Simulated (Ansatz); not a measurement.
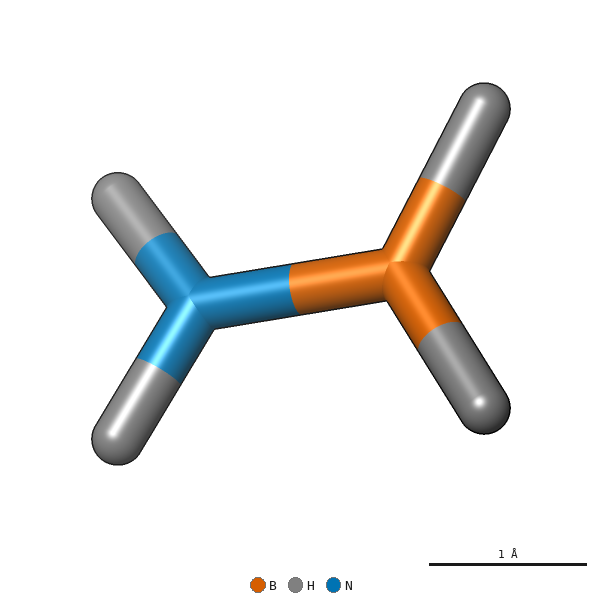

Rendered structure (stick style).

Description:

Formula BH₄N. The point group is C2v. All atoms lie on one plane. Coordination: 1 B trigonal planar; 1 N trigonal planar.

The parts below concern this one geometry. Atoms keep their numbers from picture to picture. Computed geometry: PBE0-D4/def2-TZVP optimisation.

Vibrations

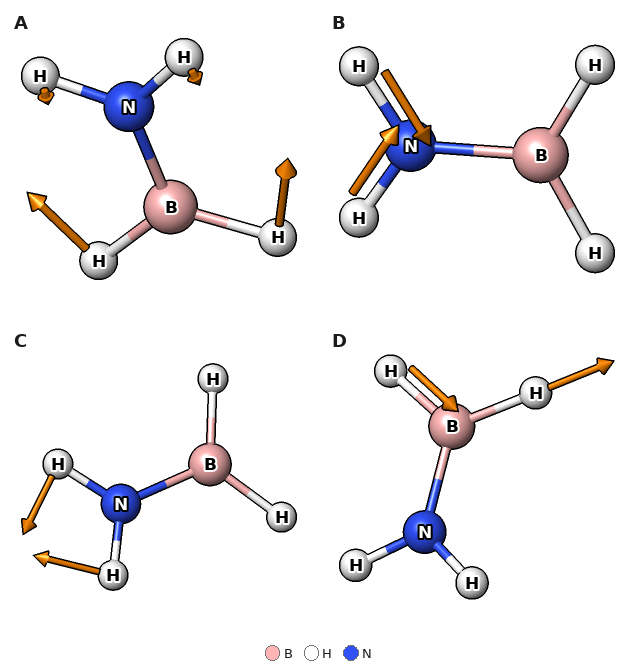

4 normal modes of one molecule or complex, as arrows. Harmonic vibrations computed with RKS PBE0-D4/def2-TZVP (Ansatz 0.2.0) at a stationary point of the same level.

Match the panels to the wavenumbers 1153 cm⁻¹, 1645 cm⁻¹, 2658 cm⁻¹, 3616 cm⁻¹.

Answer. A: 1153 cm⁻¹, H–B–H bending
B: 3616 cm⁻¹, in-phase stretching of 2 N–H bonds
C: 1645 cm⁻¹, angle bending
D: 2658 cm⁻¹, out-of-phase stretching of 2 B–H bonds

Thermal motion

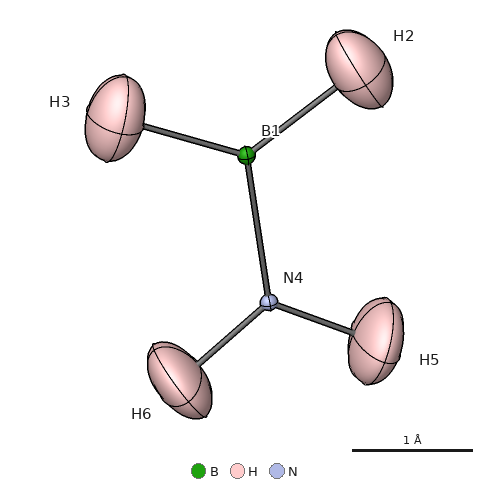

Displacement ellipsoids at the 50 % level, enlarged 2 times, from the internal vibrations of the free molecule (harmonic, no overall translation or rotation; no half-axis is drawn under 0.075 Å). Vibrations computed with RKS PBE0-D4/def2-TZVP (Ansatz 0.2.0). Temperature: 400 K.

List U_eq and the three principal root-mean-square amplitudes for each kind of atom.

| atom | U_eq (Å²) | rms amplitudes (Å) |
| --- | --- | --- |
| B1 | 0.00052 | 0.020, 0.021, 0.026 |
| H2, H3 | 0.0107 | 0.079, 0.103, 0.124 |
| N4 | 0.00039 | 0.015, 0.021, 0.022 |
| H5, H6 | 0.0125 | 0.067, 0.118, 0.139 |

Dipole moment

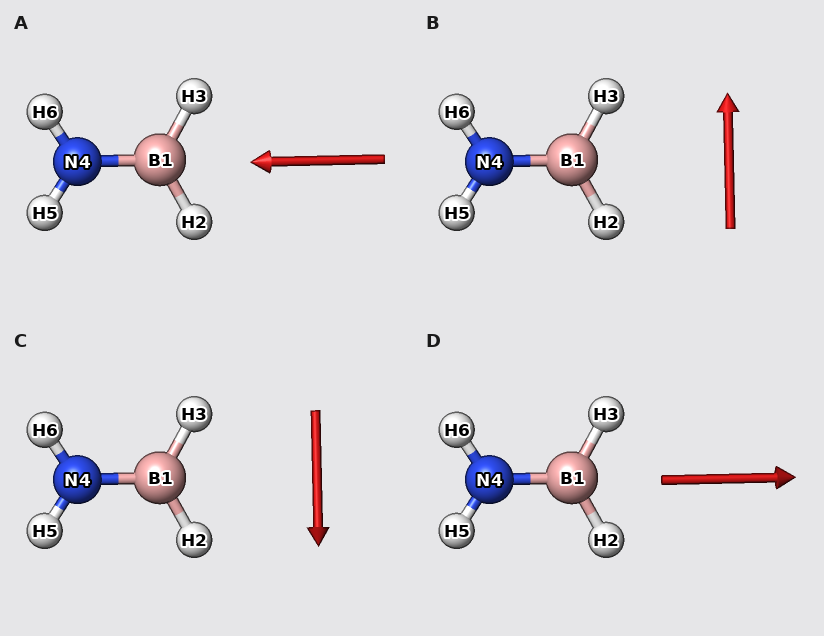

The same molecule four times, each with an arrow. Method: RKS PBE0-D4/def2-TZVP (Ansatz 0.2.0).

Which arrow points along the dipole moment, from the negative to the positive end?

Answer. A. The dipole moment is 1.98 D; it points from the side of H2, H3 to the side of H5, H6 (the outermost atoms at the two ends).
